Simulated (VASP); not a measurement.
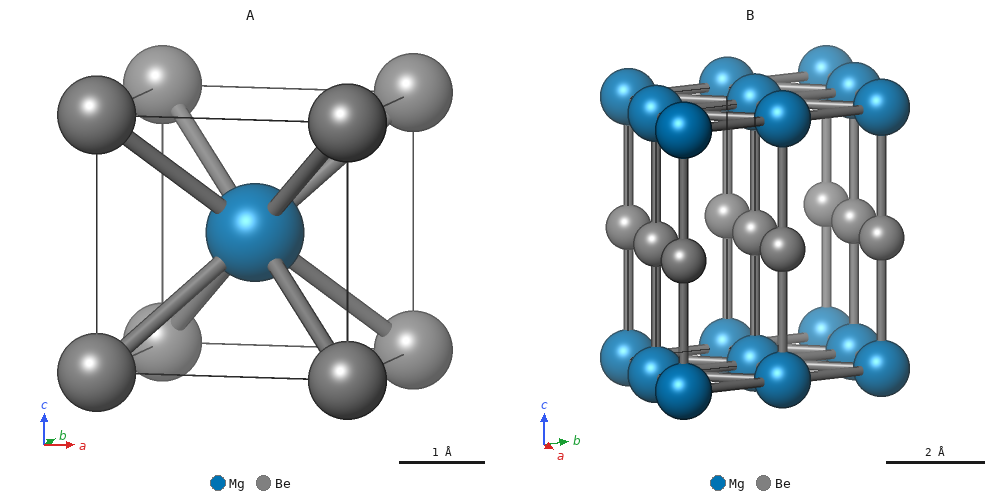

Two structures of MgBe, each relaxed (cell and atoms) at zero pressure; conventional cells in solid outline, small ones repeated, each panel with its own scale. Alike in all runs: VASP 6.6.1; functional r2SCAN; VASP's PAW PBE potentials, release 64 (Mg, Be); cutoff 600 eV; occupations methfessel-paxton, width 0.1 eV; no spin polarisation; no spin-orbit coupling. The k meshes have like spacings.

**Give the type and space group of each panel.**

A: caesium chloride (CsCl, B2) type, Pm-3m; B: 2 atoms a cell on a primitive hexagonal lattice, P6/mmm.

**Which of these is lowest in energy, and how far above it do the others lie?**

A, then B (+597 meV/atom), static energies at zero smearing.

**Collect the results in a table.**

| panel | space group | E − E(lowest) (meV/atom) | volume (Å³/atom) |
| --- | --- | --- | --- |
| A | Pm-3m | 0 | 14.5 |
| B | P6/mmm | 597 | 17.2 |

The starts are database entries or structure types tried for this composition, and the most stable form need not be among them.

Caveat: the volume moved by over fifteen percent.
